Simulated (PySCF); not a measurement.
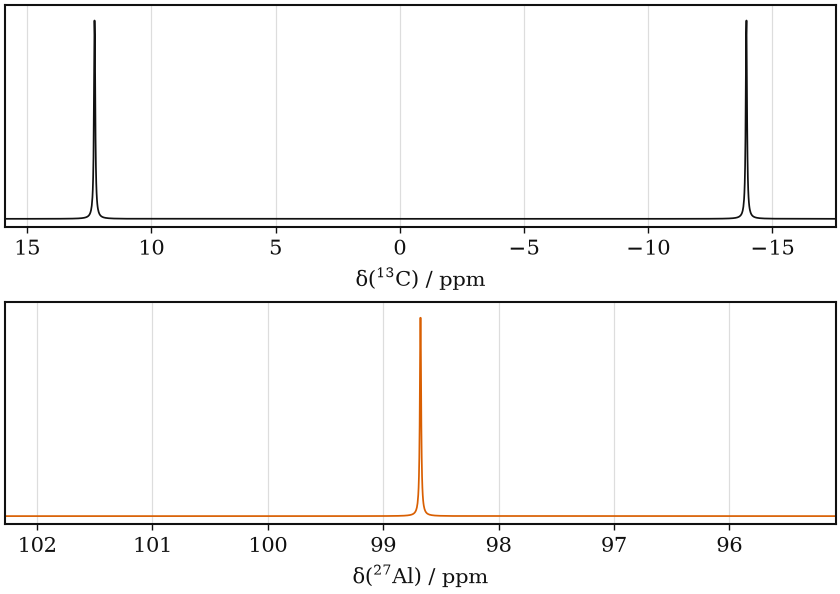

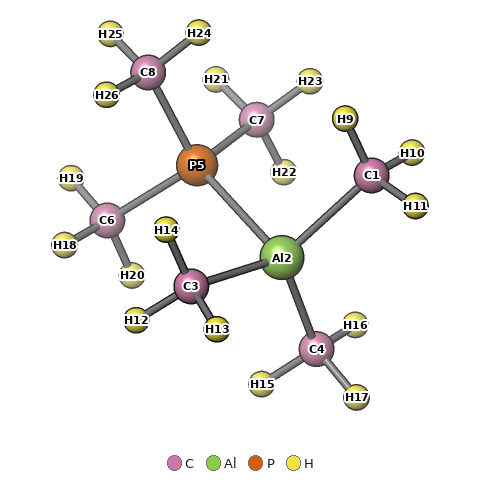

Spectrum and numbered structure of C₆H₁₈AlP, SMILES [CH3][Al-]([CH3])([CH3])[P+](C)(C)C, singlet. GIAO shifts, BLYP/pcSseg-1 in PySCF, at a PBE0-D3(BJ)/def2-SVP geometry (no frequency check), against TMS for ¹³C and AlH₄⁻ for ²⁷Al computed at the same level (²⁷Al: the usual scale starts at aqueous Al³⁺ instead). Gas phase, fully decoupled, line heights follow the number of nuclei, widths are arbitrary (no quadrupolar broadening); values of one conformer, averaged over methyl-type rotors and exact or near symmetry.

Which atoms give which ¹³C line?

```
δ (ppm)  nuclei       atoms
   12.3       3  C6, C7, C8
  −13.9       3  C1, C3, C4
```

Where does the ²⁷Al line lie?

At 98.7 ppm (Al2).
